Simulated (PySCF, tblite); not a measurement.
# C4H4F2S: dynamics, then NMR shifts on frames, part 2 of 2

tblite 0.8.0 and PySCF 2.14.0. Atoms count from 0.

## (5) Nuclear shieldings: 625 fs, PBE0/pcSseg-1

What the job is given:

```
{"job": {"kind": "nmr", "xc": "PBE0", "basis": "pcSseg-1", "pop": false}, "charge": 0, "multiplicity": 1}
F     -0.227400     0.803000    -0.034100
C     -0.512000    -0.473100    -0.560800
F     -1.595200    -0.963400     0.027200
C      0.540500    -1.543400    -0.542000
C      1.059700    -1.791100     0.891900
C      2.031200    -1.070600     1.433700
S      3.227400    -0.240600     1.961200
H     -0.740800    -0.294800    -1.657300
H      1.445900    -1.213700    -1.000300
H      0.120300    -2.474200    -0.885100
H      0.745100    -2.734000     1.388700
```

Method: GIAO PBE0/pcSseg-1 NMR shielding, non-relativistic, gas phase.

What it wrote:

```text
coarse grid: 10624 points
cycle   1  E = -751.9428673154  dE =  9.567e-01  |g| = 6.732e-01  |ddm| = 3.163e+00
cycle   2  E = -751.8687891825  dE =  7.408e-02  |g| = 9.874e-01  |ddm| = 9.388e-01
cycle   3  E = -752.0212824307  dE = -1.525e-01  |g| = 6.591e-02  |ddm| = 5.564e-01
cycle   4  E = -752.0217254960  dE = -4.431e-04  |g| = 4.568e-02  |ddm| = 8.819e-02
cycle   5  E = -752.0221781766  dE = -4.527e-04  |g| = 1.720e-02  |ddm| = 5.280e-02
cycle   6  E = -752.0222604507  dE = -8.227e-05  |g| = 4.305e-03  |ddm| = 2.078e-02
cycle   7  E = -752.0222642795  dE = -3.829e-06  |g| = 1.344e-03  |ddm| = 4.166e-03
final grid: 101280 points
cycle   8  E = -752.0792471883  dE = -2.453e-05  |g| = 9.349e-03  |ddm| = 2.698e-02
cycle   9  E = -752.0791867328  dE =  6.046e-05  |g| = 1.763e-02  |ddm| = 2.233e-02
cycle  10  E = -752.0792669856  dE = -8.025e-05  |g| = 2.031e-03  |ddm| = 1.702e-02
cycle  11  E = -752.0792681272  dE = -1.142e-06  |g| = 4.057e-04  |ddm| = 2.176e-03
cycle  12  E = -752.0792681516  dE = -2.434e-08  |g| = 1.229e-04  |ddm| = 3.384e-04
cycle  13  E = -752.0792681538  dE = -2.219e-09  |g| = 3.689e-05  |ddm| = 9.867e-05
cycle  14  E = -752.0792681541  dE = -3.026e-10  |g| = 1.514e-05  |ddm| = 4.184e-05
converged SCF energy = -752.0792681541

GIAO shielding tensors (ppm)
atom      isotropic    diamagn.    paramagn.     s11        s22        s33       span
  0 F      294.820     476.426    -181.606    175.024    329.497    379.939    204.915
  1 C       64.241     234.196    -169.954     39.291     62.278     91.155     51.865
  2 F      308.660     473.759    -165.099    206.031    303.975    415.974    209.942
  3 C      155.489     253.354     -97.865    138.658    159.008    168.801     30.143
  4 C      119.798     256.740    -136.942     27.094    146.943    185.357    158.263
  5 C      -85.056     263.279    -348.335   -196.436    -67.812      9.079    205.516
  6 S      130.204    1056.598    -926.394   -243.527     60.102    574.037    817.564
  7 H       24.742      27.633      -2.891     22.170     23.245     28.812      6.642
  8 H       28.931      31.476      -2.545     23.366     29.155     34.272     10.906
  9 H       29.881      30.407      -0.526     25.063     28.261     36.318     11.255
 10 H       26.037      26.473      -0.436     22.745     27.022     28.343      5.598
```

It took 22 s on 1 thread of Arm Neoverse N1, shared host; peak memory 0.72 GiB.

This run: δ C5 272.0, C1 122.7, C4 67.1, C3 31.4, H7 6.97, H10 5.68 ppm.

## (6) Shielding tensors: 800 fs, PBE0/pcSseg-1

What the job is given:

```
{"job": {"kind": "nmr", "xc": "PBE0", "basis": "pcSseg-1", "pop": false}, "charge": 0, "multiplicity": 1}
F     -1.005500     0.653200     0.138300
C     -1.145200    -0.212100    -0.855300
F     -2.061300    -1.104500    -0.283500
C      0.366300    -0.785300    -0.969700
C      1.041600    -1.185100     0.315300
C      1.981300    -0.527800     0.869500
S      3.004400     0.163000     1.804900
H     -1.570600     0.198200    -1.775200
H      0.959800    -0.022700    -1.456800
H      0.277400    -1.544400    -1.752000
H      0.883000    -2.161700     0.695200
```

Method: GIAO PBE0/pcSseg-1 NMR shielding, non-relativistic, gas phase.

What it wrote:

```text
coarse grid: 10624 points
cycle   1  E = -751.9247027764  dE =  1.012e+00  |g| = 7.132e-01  |ddm| = 3.157e+00
cycle   2  E = -751.8317644879  dE =  9.294e-02  |g| = 1.069e+00  |ddm| = 1.049e+00
cycle   3  E = -752.0143284939  dE = -1.826e-01  |g| = 4.741e-02  |ddm| = 6.197e-01
cycle   4  E = -752.0146797089  dE = -3.512e-04  |g| = 2.909e-02  |ddm| = 7.893e-02
cycle   5  E = -752.0148305841  dE = -1.509e-04  |g| = 8.372e-03  |ddm| = 2.864e-02
cycle   6  E = -752.0148416568  dE = -1.107e-05  |g| = 2.510e-03  |ddm| = 7.203e-03
cycle   7  E = -752.0148427830  dE = -1.126e-06  |g| = 9.368e-04  |ddm| = 2.685e-03
final grid: 101280 points
cycle   8  E = -752.0729686338  dE = -1.723e-05  |g| = 1.111e-02  |ddm| = 2.593e-02
cycle   9  E = -752.0728713465  dE =  9.729e-05  |g| = 2.156e-02  |ddm| = 3.062e-02
cycle  10  E = -752.0729990774  dE = -1.277e-04  |g| = 2.073e-03  |ddm| = 2.261e-02
cycle  11  E = -752.0730001984  dE = -1.121e-06  |g| = 4.300e-04  |ddm| = 2.081e-03
cycle  12  E = -752.0730002264  dE = -2.794e-08  |g| = 1.362e-04  |ddm| = 4.022e-04
cycle  13  E = -752.0730002298  dE = -3.450e-09  |g| = 4.557e-05  |ddm| = 1.293e-04
cycle  14  E = -752.0730002302  dE = -4.268e-10  |g| = 1.615e-05  |ddm| = 4.611e-05
converged SCF energy = -752.0730002302

GIAO shielding tensors (ppm)
atom      isotropic    diamagn.    paramagn.     s11        s22        s33       span
  0 F      288.889     477.520    -188.630    193.636    283.007    390.025    196.389
  1 C       59.579     239.928    -180.349     32.670     61.708     84.360     51.689
  2 F      287.291     473.651    -186.360    157.465    347.486    356.921    199.456
  3 C      147.493     248.108    -100.615    126.923    138.645    176.912     49.989
  4 C      130.971     252.554    -121.583     35.226    156.207    201.481    166.255
  5 C      -75.426     263.442    -338.868   -195.040    -63.647     32.408    227.448
  6 S      159.142    1056.489    -897.347   -218.648     79.512    616.562    835.210
  7 H       25.233      27.931      -2.698     22.568     24.461     28.672      6.103
  8 H       29.092      30.897      -1.805     25.079     28.631     33.565      8.486
  9 H       29.587      28.642       0.945     24.851     28.284     35.625     10.774
 10 H       27.153      28.865      -1.712     23.743     26.155     31.561      7.817
```

Wall time 21 s (1 thread of Arm Neoverse N1, shared host); peak memory 0.72 GiB.

This run: δ C5 262.4, C1 127.3, C4 56.0, C3 39.4, H7 6.48, H10 4.56 ppm.

## (7) Nuclear shieldings: 1000 fs, PBE0/pcSseg-1

What the job is given:

```
{"job": {"kind": "nmr", "xc": "PBE0", "basis": "pcSseg-1", "pop": false}, "charge": 0, "multiplicity": 1}
F     -1.569800     0.588100     0.191500
C     -1.474100    -0.378500    -0.735700
F     -1.999600    -1.485600    -0.131200
C     -0.041700    -0.412900    -1.269900
C      1.035200    -0.935900    -0.311600
C      1.845400    -0.189000     0.323700
S      3.045700     0.629300     1.027800
H     -2.253000    -0.202100    -1.530700
H      0.143100     0.706200    -1.506300
H     -0.026700    -1.016200    -2.199200
H      1.088600    -2.033000    -0.228200
```

Method: GIAO PBE0/pcSseg-1 NMR shielding, non-relativistic, gas phase.

What it wrote:

```text
coarse grid: 10624 points
cycle   1  E = -751.9425169591  dE =  8.980e-01  |g| = 6.881e-01  |ddm| = 3.129e+00
cycle   2  E = -751.8596810926  dE =  8.284e-02  |g| = 1.016e+00  |ddm| = 1.021e+00
cycle   3  E = -752.0233899299  dE = -1.637e-01  |g| = 9.374e-02  |ddm| = 6.355e-01
cycle   4  E = -752.0239684067  dE = -5.785e-04  |g| = 7.816e-02  |ddm| = 1.600e-01
cycle   5  E = -752.0257480014  dE = -1.780e-03  |g| = 1.247e-02  |ddm| = 8.790e-02
cycle   6  E = -752.0257878789  dE = -3.988e-05  |g| = 3.405e-03  |ddm| = 1.514e-02
cycle   7  E = -752.0257900278  dE = -2.149e-06  |g| = 1.046e-03  |ddm| = 2.971e-03
final grid: 101280 points
cycle   8  E = -752.0832876286  dE = -1.569e-05  |g| = 9.715e-03  |ddm| = 2.400e-02
cycle   9  E = -752.0832050792  dE =  8.255e-05  |g| = 1.950e-02  |ddm| = 2.661e-02
cycle  10  E = -752.0833107782  dE = -1.057e-04  |g| = 2.142e-03  |ddm| = 2.009e-02
cycle  11  E = -752.0833119790  dE = -1.201e-06  |g| = 3.554e-04  |ddm| = 2.105e-03
cycle  12  E = -752.0833119972  dE = -1.819e-08  |g| = 1.435e-04  |ddm| = 3.717e-04
cycle  13  E = -752.0833120014  dE = -4.197e-09  |g| = 4.965e-05  |ddm| = 1.373e-04
cycle  14  E = -752.0833120019  dE = -5.248e-10  |g| = 1.517e-05  |ddm| = 4.655e-05
converged SCF energy = -752.0833120019

GIAO shielding tensors (ppm)
atom      isotropic    diamagn.    paramagn.     s11        s22        s33       span
  0 F      292.246     476.025    -183.779    174.011    318.675    384.052    210.041
  1 C       64.794     232.908    -168.114     42.995     67.915     83.473     40.478
  2 F      308.255     473.518    -165.263    204.351    338.297    382.118    177.767
  3 C      145.070     249.789    -104.719    133.367    138.249    163.595     30.228
  4 C      119.966     257.081    -137.114     24.327    150.401    185.172    160.845
  5 C      -89.126     261.949    -351.075   -216.147    -61.707     10.476    226.623
  6 S       73.312    1055.311    -981.999   -366.265     19.578    566.623    932.888
  7 H       24.809      26.294      -1.485     21.673     23.661     29.093      7.420
  8 H       27.435      28.629      -1.194     24.095     26.444     31.765      7.670
  9 H       28.698      28.469       0.229     23.652     27.748     34.694     11.043
 10 H       26.125      28.220      -2.095     22.562     26.304     29.511      6.949
```

Wall time 21 s (1 thread of Arm Neoverse N1, shared host); peak memory 0.72 GiB.

Key values: δ C5 276.1, C1 122.1, C4 67.0, C3 41.9, H7 6.91, H10 5.59 ppm.

## (8) Comparing the runs: NMR shifts

Shifts (ppm) of some atoms, chosen among heavy atoms and hydrogens apart, with basis size and wall time:

```csv
frame,C5,C4,C3,H9,H8,F2,S6,functions,time
250 fs,256.6,58.3,38.7,3.20,1.16,-148.1,352,146,22 s
425 fs,268.9,58.4,37.0,2.52,3.25,-119.0,338,146,22 s
625 fs,272.0,67.1,31.4,1.84,2.79,-137.7,374,146,22 s
800 fs,262.4,56.0,39.4,2.13,2.63,-116.3,345,146,21 s
1000 fs,276.1,67.0,41.9,3.02,4.28,-137.3,430,146,21 s
```

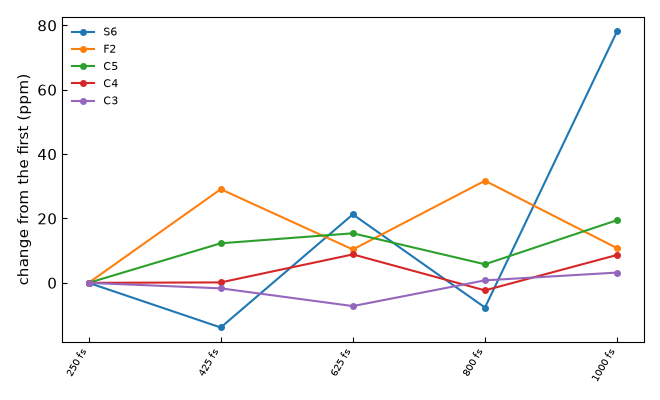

How five of the tabulated atoms move from run to run.

## (9) Summary of results

This closing draws on all 2 parts.

| quantity | value |
| --- | --- |
| thermostat | 400 K |
| mean temperature, second half | 404 K |
| mean potential energy above the minimum | 0.42 eV |
| ¹³C shifts against TMS (PBE0/pcSseg-1, 250 fs) | 256.6, 120.4, 58.3, 38.7 ppm |
| ¹H shifts against TMS (PBE0/pcSseg-1, 250 fs) | 6.33, 4.81, 3.20, 1.16 ppm |
| ¹⁹F shifts against CFCl3 (PBE0/pcSseg-1, 250 fs) | -121.8, -148.1 ppm |
| ³³S shifts against CS2 (PBE0/pcSseg-1, 250 fs) | 352 ppm |
| range of the shift of S6 | 338 to 430 ppm |

In the second half the potential energy averages 0.42 eV above the minimum; equipartition over 27 harmonic modes at 400 K would give 0.47 eV. With 11 atoms the temperature swings widely (167 to 596 K). Shifts at one fixed geometry are not the observed spectrum, which averages over the motion. In the first frame run (250 fs): The widest tensor belongs to S6: span 905 ppm, with a paramagnetic part of -906 ppm. In ppm, S6 moves most: its shift spreads over 92 ppm, from 338 (425 fs) to 430 (1000 fs).
